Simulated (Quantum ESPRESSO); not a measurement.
# 1T-PtS2, 1 layer against a metal electrode: a series in the charge of the slab, part 2 of 3

Aim: how the results for 1T-PtS2, 1 layer against a metal electrode change with the charge of the slab.

Quantum ESPRESSO 7.5; plane-wave DFT, PBE, GBRV ultrasoft pseudopotentials.

So far. Step 2 (Relaxing cell and ions of the reference):  The last row is no step: it is a fresh SCF in the final cell with a new plane-wave basis, +0 meV from the row before.

## (3) Ground state, 0 ×10¹³ e/cm²

A run under open boundaries on these atoms gives the vacuum levels.

Level of this step: plane-wave DFT, PBE, GBRV ultrasoft pseudopotentials (Quantum ESPRESSO 7.5).

Input file m2.esm.in:

```
&control
  prefix = 'm2.esm'
  outdir = './out'
  pseudo_dir = './pseudo'
  calculation = 'scf'
  tprnfor = .true.
/
&system
  ibrav = 0
  nat = 3
  ntyp = 2
  ecutwfc = 40
  ecutrho = 200
  occupations = 'smearing'
  smearing = 'fd'
  degauss = 0.004
  assume_isolated = 'esm'
  esm_bc = 'bc3'
  tot_charge = 0.0
/
&electrons
  conv_thr = 1e-08
  mixing_beta = 0.4
  electron_maxstep = 120
  mixing_mode = 'plain'
/
ATOMIC_SPECIES
  S   32.0600  s_pbe_v1.4.uspp.F.UPF
  Pt  195.0840  pt_pbe_v1.4.uspp.F.UPF
CELL_PARAMETERS angstrom
  3.54032131400000 0.00000000000000 0.00000000000000
  -1.77016065700000 3.06600819600000 0.00000000000000
  0.00000000000000 0.00000000000000 18.01408639300000
ATOMIC_POSITIONS crystal
  S   0.666666666700 0.333333333300 0.042149591862
  Pt  0.000000000000 0.000000000000 0.111024226062
  S   0.333333333300 0.666666666700 0.179898860262
K_POINTS automatic
  24 24 1 0 0 0
```

On the command line:

```console
OMP_NUM_THREADS=1 mpirun -n 4 pw.x -nk 4 -in m2.esm.in > m2.esm.out
```

What it wrote:

```text
[banner, memory and clock lines left out]
Program PWSCF v.7.5 starts
[citation notice left out]

[...]
Message from routine setup:
[...]
bravais-lattice index     =            0
     lattice parameter (alat)  =       6.6902  a.u.
     unit-cell volume          =    1319.5469 (a.u.)^3
     number of atoms/cell      =            3
     number of atomic types    =            2
     number of electrons       =        28.00
     number of Kohn-Sham states=           18
     kinetic-energy cutoff     =      40.0000  Ry
     charge density cutoff     =     200.0000  Ry
     scf convergence threshold =      1.0E-08
     mixing beta               =       0.4000
     number of iterations used =            8  plain     mixing
     Exchange-correlation=  SLA  PW   PBX  PBC
                           (   1   4   3   4   0   0   0)

     Effective Screening Medium Method
     Boundary Conditions: Vacuum-Slab-Metal
     total charge in unit cell        =   0.0000
     grid points for fit at edges     =        4

[...]
PseudoPot. # 1 for S  read from file:
     ./pseudo/s_pbe_v1.4.uspp.F.UPF
     Pseudo is Ultrasoft + core correction, Zval =  6.0
     Generated by new atomic code, or converted to UPF format
     Using radial grid of  907 points,  6 beta functions with:
                l(1) =   0
                l(2) =   0
                l(3) =   1
                l(4) =   1
                l(5) =   2
                l(6) =   2
     Q(r) pseudized with  8 coefficients,  rinner =    1.300   1.300   1.300
                                                       1.300   1.300

     PseudoPot. # 2 for Pt read from file:
     ./pseudo/pt_pbe_v1.4.uspp.F.UPF
     Pseudo is Ultrasoft + core correction, Zval = 16.0
     Generated by new atomic code, or converted to UPF format
     Using radial grid of  985 points,  6 beta functions with:
                l(1) =   0
                l(2) =   0
                l(3) =   1
                l(4) =   1
                l(5) =   2
                l(6) =   2
     Q(r) pseudized with  8 coefficients,  rinner =    1.300   1.300   1.300
                                                       1.300   1.300

     atomic species   valence    mass     pseudopotential
     S                 6.00    32.06000     S ( 1.00)
     Pt               16.00   195.08400     Pt( 1.00)

      6 Sym. Ops. (no inversion) found

[...]
number of k points=    61  Fermi-Dirac smearing, width (Ry)=  0.0040
[...]
Dense  grid:    62853 G-vectors     FFT dimensions: (  32,  32, 160)

     Smooth grid:    45215 G-vectors     FFT dimensions: (  27,  27, 144)

     Initial potential from superposition of free atoms

     starting charge      27.4999, renormalised to      28.0000

     negative rho (up, down):  1.828E-01 0.000E+00
     Starting wfcs are   20 randomized atomic wfcs

     per-process dynamical memory:    68.8 Mb

     Self-consistent Calculation

     iteration #  1     ecut=    40.00 Ry     beta= 0.40
     Davidson diagonalization with overlap
     ethr =  1.00E-02,  avg # of iterations =  6.5

     negative rho (up, down):  1.726E-01 0.000E+00

     total energy              =    -258.33147513 Ry
     estimated scf accuracy    <       1.60706063 Ry

     iteration #  2     ecut=    40.00 Ry     beta= 0.40
[...]
negative rho (up, down):  1.736E-01 0.000E+00

[...]
total energy              =    -258.81948921 Ry
     estimated scf accuracy    <       0.25128163 Ry

     iteration #  3     ecut=    40.00 Ry     beta= 0.40
[...]
negative rho (up, down):  1.733E-01 0.000E+00

[...]
total energy              =    -258.94016439 Ry
     estimated scf accuracy    <       0.04638485 Ry

     iteration #  4     ecut=    40.00 Ry     beta= 0.40
[...]
c_bands:  1 eigenvalues not converged
     c_bands:  1 eigenvalues not converged
     c_bands:  2 eigenvalues not converged
     c_bands:  2 eigenvalues not converged
     c_bands:  1 eigenvalues not converged
     c_bands:  1 eigenvalues not converged
     c_bands:  1 eigenvalues not converged
     c_bands:  2 eigenvalues not converged
     c_bands:  2 eigenvalues not converged
[...]
negative rho (up, down):  1.734E-01 0.000E+00

[...]
total energy              =    -258.98353306 Ry
     estimated scf accuracy    <       0.05103600 Ry

     iteration #  5     ecut=    40.00 Ry     beta= 0.40
[...]
negative rho (up, down):  1.734E-01 0.000E+00

[...]
total energy              =    -258.98697456 Ry
     estimated scf accuracy    <       0.05829261 Ry

     iteration #  6     ecut=    40.00 Ry     beta= 0.40
[...]
negative rho (up, down):  1.837E-01 0.000E+00

[...]
total energy              =    -259.20679695 Ry
     estimated scf accuracy    <       0.05839789 Ry

[...]
iteration # 26     ecut=    40.00 Ry     beta= 0.40
[...]
negative rho (up, down):  1.716E-01 0.000E+00

[...]
total energy              =    -258.97127498 Ry
     estimated scf accuracy    <       0.00000034 Ry

     iteration # 27     ecut=    40.00 Ry     beta= 0.40
[...]
negative rho (up, down):  1.716E-01 0.000E+00

[...]
total energy              =    -258.97128005 Ry
     estimated scf accuracy    <       0.00000001 Ry

     iteration # 28     ecut=    40.00 Ry     beta= 0.40
[...]
c_bands:  1 eigenvalues not converged
[...]
negative rho (up, down):  1.716E-01 0.000E+00

[...]
total energy              =    -258.97127797 Ry
     estimated scf accuracy    <       0.00000003 Ry

     iteration # 29     ecut=    40.00 Ry     beta= 0.40
[...]
negative rho (up, down):  1.716E-01 0.000E+00

[...]
End of self-consistent calculation

          k = 0.0000 0.0000 0.0000 (  5649 PWs)   bands (ev):

   -59.1779 -59.1779 -59.0980 -20.4121 -18.1826 -11.9062 -11.9062 -11.6156
    -9.2345  -9.2345  -7.1679  -7.0554  -6.5868  -6.5868  -3.0966  -3.0966
    -0.9989  -0.5903

          k = 0.0000 0.0481 0.0000 (  5645 PWs)   bands (ev):

   -59.1782 -59.1779 -59.0980 -20.3898 -18.1876 -11.9051 -11.8923 -11.5952
    -9.2670  -9.2538  -7.2902  -7.0196  -6.5738  -6.5237  -3.2183  -3.1287
    -0.9509  -0.5418

[...]
the Fermi energy is    -5.4147 ev

!    total energy              =    -258.97127852 Ry
     estimated scf accuracy    <          5.4E-09 Ry
     smearing contrib. (-TS)   =      -0.00000000 Ry
     internal energy E=F+TS    =    -258.97127852 Ry

     The total energy is F=E-TS. E is the sum of the following terms:
     one-electron contribution =   -6259.85199467 Ry
     hartree contribution      =    3128.30872530 Ry
     xc contribution           =     -73.72691606 Ry
     ewald contribution        =    2946.29890691 Ry

     convergence has been achieved in  29 iterations

     negative rho (up, down):  1.716E-01 0.000E+00

     Forces acting on atoms (cartesian axes, Ry/au):

     atom    1 type  1   force =     0.00000000    0.00000000   -0.00318511
     atom    2 type  2   force =     0.00000000    0.00000000    0.00005319
     atom    3 type  1   force =     0.00000000    0.00000000    0.00311057

     Total force =     0.004452     Total SCF correction =     0.000229

[...]
```

Wall time 2.5 min (4 MPI ranks of Arm Neoverse V2, shared host); peak memory 0.58 GiB.

Numbers from this step:

```
Fermi energy                                                   : -5.415 eV
vacuum line at the lower end of the cell, over the Fermi level : 5.414 eV
slope of the potential above                                   : 6.02e-5 eV/Å
vacuum line at the upper end of the cell, over the Fermi level : 5.415 eV
```

Electrostatic potential energy of an electron; zero at the Fermi level. The potential energy, planar mean by z:

```
z (Å)  potential energy, planar mean (eV)
   -9                                5.41
   -8                                5.41
   -7                                5.41
   -6                                5.41
   -5                                5.41
   -4                                5.41
   -3                                5.41
   -2                                5.40
   -1                                5.23
    0                                1.45
    1                               -10.5
    2                               -15.3
    3                               -10.5
    4                                1.42
    5                                5.23
    6                                5.40
    7                                5.41
    8                                5.41
```

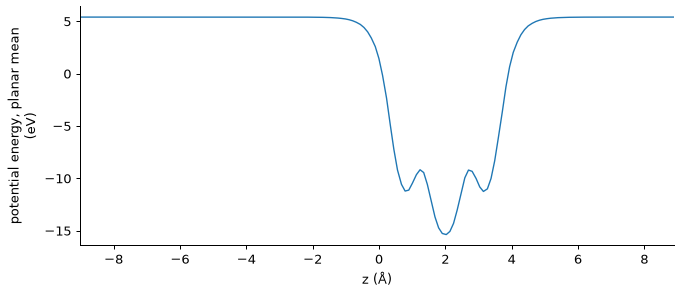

Potential energy, planar mean, plotted against z.

Inside the slab this potential holds the local part of the pseudopotentials, which can be repulsive at the nuclei; only its value in the vacuum has a meaning of its own.

## (4) SCF with pw.x, 1 ×10¹³ e/cm²

m3.esm.in is the input of step 3 with these lines changed:

```diff
@@ -1,3 +1,3 @@
 &control
-  prefix = 'm2.esm'
+  prefix = 'm3.esm'
   outdir = './out'
@@ -18,3 +18,3 @@
   esm_bc = 'bc3'
-  tot_charge = 0.0
+  tot_charge = 0.01104
 /
@@ -25,2 +25,3 @@
   mixing_mode = 'plain'
+  startingpot = 'file'
 /
```

On the command line:

```console
cp -r out/m2.esm.save out/m3.esm.save
OMP_NUM_THREADS=1 mpirun -n 4 pw.x -nk 4 -in m3.esm.in > m3.esm.out
```

What it wrote:

```text
[banner, memory and clock lines left out]
Program PWSCF v.7.5 starts
[...]
Message from routine setup:
[...]
number of electrons       =        27.99
     number of Kohn-Sham states=           18
     kinetic-energy cutoff     =      40.0000  Ry
     charge density cutoff     =     200.0000  Ry
[...]
number of k points=    61  Fermi-Dirac smearing, width (Ry)=  0.0040
[...]
Dense  grid:    62853 G-vectors     FFT dimensions: (  32,  32, 160)
[...]
The initial density is read from file :
[...]
negative rho (up, down):  1.715E-01 0.000E+00
     Starting wfcs are   20 randomized atomic wfcs
[...]
negative rho (up, down):  1.716E-01 0.000E+00
[...]
estimated scf accuracy    <       0.00663674 Ry
[...]
negative rho (up, down):  1.716E-01 0.000E+00
[...]
estimated scf accuracy    <       0.06758950 Ry
[...]
negative rho (up, down):  1.716E-01 0.000E+00
[...]
estimated scf accuracy    <       0.00077388 Ry
[...]
negative rho (up, down):  1.716E-01 0.000E+00
[...]
estimated scf accuracy    <       0.00002209 Ry
[...]
negative rho (up, down):  1.716E-01 0.000E+00
[...]
estimated scf accuracy    <       0.00001343 Ry
[...]
negative rho (up, down):  1.716E-01 0.000E+00
[...]
estimated scf accuracy    <       0.00000109 Ry
[...]
negative rho (up, down):  1.716E-01 0.000E+00
[...]
estimated scf accuracy    <       0.00000162 Ry
[...]
negative rho (up, down):  1.716E-01 0.000E+00
[...]
estimated scf accuracy    <       0.00000132 Ry
[...]
negative rho (up, down):  1.716E-01 0.000E+00
[...]
estimated scf accuracy    <       0.00000003 Ry
[...]
negative rho (up, down):  1.716E-01 0.000E+00
[...]
estimated scf accuracy    <       0.00000025 Ry
[...]
negative rho (up, down):  1.716E-01 0.000E+00
[...]
estimated scf accuracy    <       0.00000021 Ry
[...]
negative rho (up, down):  1.716E-01 0.000E+00
[...]
estimated scf accuracy    <       0.00000006 Ry
[...]
negative rho (up, down):  1.716E-01 0.000E+00
[...]
estimated scf accuracy    <       0.00000004 Ry
[...]
negative rho (up, down):  1.716E-01 0.000E+00
[...]
estimated scf accuracy    <       0.00000002 Ry
[...]
negative rho (up, down):  1.716E-01 0.000E+00
[...]
estimated scf accuracy    <       0.00000001 Ry
[...]
negative rho (up, down):  1.716E-01 0.000E+00
[...]
the Fermi energy is    -7.0403 ev
!    total energy              =    -258.96596117 Ry
     estimated scf accuracy    <          3.2E-10 Ry
     smearing contrib. (-TS)   =      -0.00023312 Ry
     internal energy E=F+TS    =    -258.96572805 Ry
[...]
one-electron contribution =   -6258.05113735 Ry
     hartree contribution      =    3126.50657769 Ry
     xc contribution           =     -73.72007531 Ry
     ewald contribution        =    2946.29890691 Ry
     convergence has been achieved in  16 iterations
     negative rho (up, down):  1.716E-01 0.000E+00
[...]
Total force =     0.004540     Total SCF correction =     0.000160
[...]
```

Wall time 1.7 min (4 MPI ranks); peak memory 0.57 GiB.

Read from the output:

- Fermi energy: -7.040 eV
- vacuum line at the lower end of the cell, over the Fermi level: 6.159 eV
- slope of the potential above: 0.1843 eV/Å
- vacuum line at the upper end of the cell, over the Fermi level: 7.041 eV

Inside the slab this potential holds the local part of the pseudopotentials, which can be repulsive at the nuclei; only its value in the vacuum has a meaning of its own.

## (5) Self-consistent run, -1.5 ×10¹³ e/cm²

m1.esm.in is the input of step 4 with these lines changed:

```diff
@@ -1,3 +1,3 @@
 &control
-  prefix = 'm3.esm'
+  prefix = 'm1.esm'
   outdir = './out'
@@ -18,3 +18,3 @@
   esm_bc = 'bc3'
-  tot_charge = 0.01104
+  tot_charge = -0.01656
 /
```

On the command line:

```console
cp -r out/m2.esm.save out/m1.esm.save
OMP_NUM_THREADS=1 mpirun -n 4 pw.x -nk 4 -in m1.esm.in > m1.esm.out
```

What it wrote:

```text
[banner, memory and clock lines left out]
Program PWSCF v.7.5 starts
[...]
Message from routine setup:
[...]
number of electrons       =        28.02
     number of Kohn-Sham states=           18
     kinetic-energy cutoff     =      40.0000  Ry
     charge density cutoff     =     200.0000  Ry
[...]
number of k points=    61  Fermi-Dirac smearing, width (Ry)=  0.0040
[...]
Dense  grid:    62853 G-vectors     FFT dimensions: (  32,  32, 160)
[...]
The initial density is read from file :
[...]
negative rho (up, down):  1.717E-01 0.000E+00
     Starting wfcs are   20 randomized atomic wfcs
[...]
negative rho (up, down):  1.715E-01 0.000E+00
[...]
estimated scf accuracy    <       0.01443953 Ry
[...]
negative rho (up, down):  1.716E-01 0.000E+00
[...]
estimated scf accuracy    <       0.14988080 Ry
[...]
negative rho (up, down):  1.716E-01 0.000E+00
[...]
estimated scf accuracy    <       0.00144796 Ry
[...]
negative rho (up, down):  1.716E-01 0.000E+00
[...]
estimated scf accuracy    <       0.00002281 Ry
[...]
negative rho (up, down):  1.716E-01 0.000E+00
[...]
estimated scf accuracy    <       0.00008571 Ry
[...]
negative rho (up, down):  1.716E-01 0.000E+00
[...]
estimated scf accuracy    <       0.00001449 Ry
[...]
negative rho (up, down):  1.716E-01 0.000E+00
[...]
estimated scf accuracy    <       0.00000037 Ry
[...]
negative rho (up, down):  1.716E-01 0.000E+00
[...]
estimated scf accuracy    <       0.00000454 Ry
[...]
negative rho (up, down):  1.716E-01 0.000E+00
[...]
estimated scf accuracy    <       0.00000605 Ry
[...]
negative rho (up, down):  1.716E-01 0.000E+00
[...]
estimated scf accuracy    <       0.00000155 Ry
[...]
negative rho (up, down):  1.716E-01 0.000E+00
[...]
estimated scf accuracy    <       0.00000026 Ry
[...]
negative rho (up, down):  1.716E-01 0.000E+00
[...]
estimated scf accuracy    <       0.00000006 Ry
[...]
negative rho (up, down):  1.716E-01 0.000E+00
[...]
the Fermi energy is    -3.3406 ev
!    total energy              =    -258.97620841 Ry
     estimated scf accuracy    <          5.3E-09 Ry
     smearing contrib. (-TS)   =      -0.00027450 Ry
     internal energy E=F+TS    =    -258.97593391 Ry
[...]
one-electron contribution =   -6262.53321891 Ry
     hartree contribution      =    3130.99490915 Ry
     xc contribution           =     -73.73653106 Ry
     ewald contribution        =    2946.29890691 Ry
     convergence has been achieved in  13 iterations
     negative rho (up, down):  1.716E-01 0.000E+00
[...]
Total force =     0.005098     Total SCF correction =     0.000677
[...]
```

The job ended after 1.7 min (4 MPI ranks; peak memory 0.48 GiB).

Read from the output:

- Fermi energy: -3.341 eV
- vacuum line at the lower end of the cell, over the Fermi level: 4.652 eV
- slope of the potential above: -0.2764 eV/Å
- vacuum line at the upper end of the cell, over the Fermi level: 3.340 eV

Inside the slab this potential holds the local part of the pseudopotentials, which can be repulsive at the nuclei; only its value in the vacuum has a meaning of its own.

(Continued in part 3 of 3.)

[Logs are printed without paths, hosts, clocks, repeated set-up lines and the standing remarks that a program may print on its own settings, such as how far it seeks lower states.]

[Hosts, paths, dates, database ids (printed as entryN), source tags and the programs' standing remarks are cut or masked in the printed files.]

[Maps of the electrostatic potential energy from Ansatz leave out the sawtooth potential of an applied field or a dipole correction, so their vacuum need not be flat; planar profiles and work functions include it.]
